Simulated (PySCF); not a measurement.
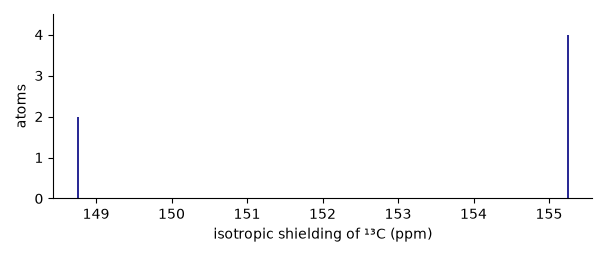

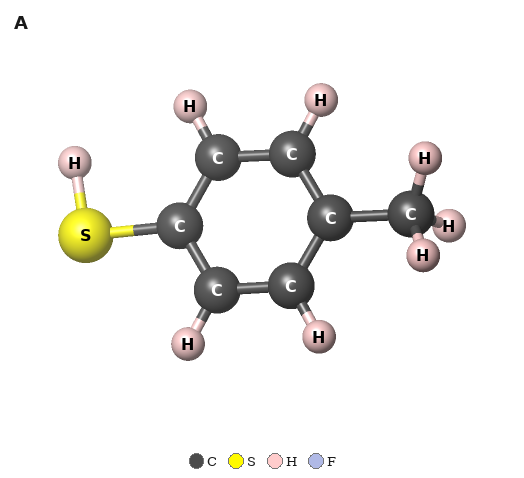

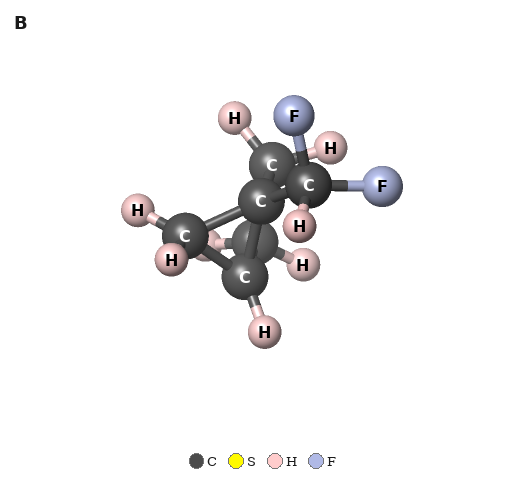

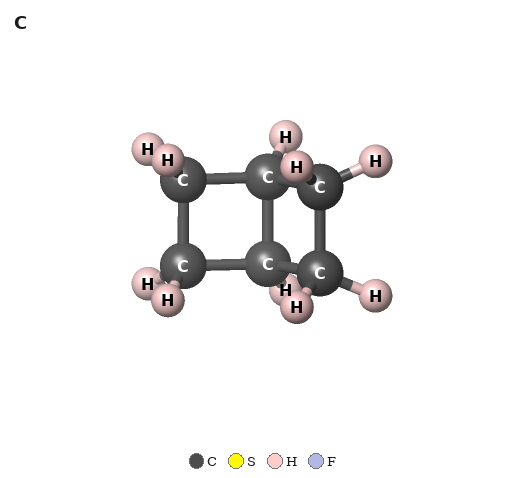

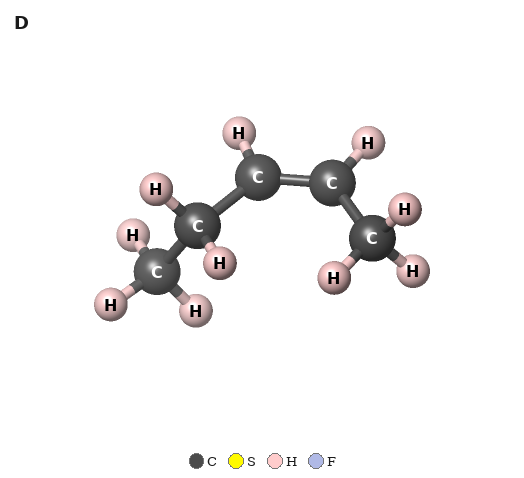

The sticks are computed shieldings of one of the molecules, for one fixed geometry (PBE0-D3(BJ)/def2-SVP) without averaging over rotations. Low shielding means a high chemical shift. Method: GIAO PBE0/pcSseg-1 NMR shielding, non-relativistic, IEF-PCM cyclohexane (PySCF 2.14.0).

> Which molecule gives this pattern?

C, `C1C[C@H]2CC[C@@H]12`. Its 6 C atoms give lines at 148.8 (2 atoms), 155.2 (4 atoms) ppm.
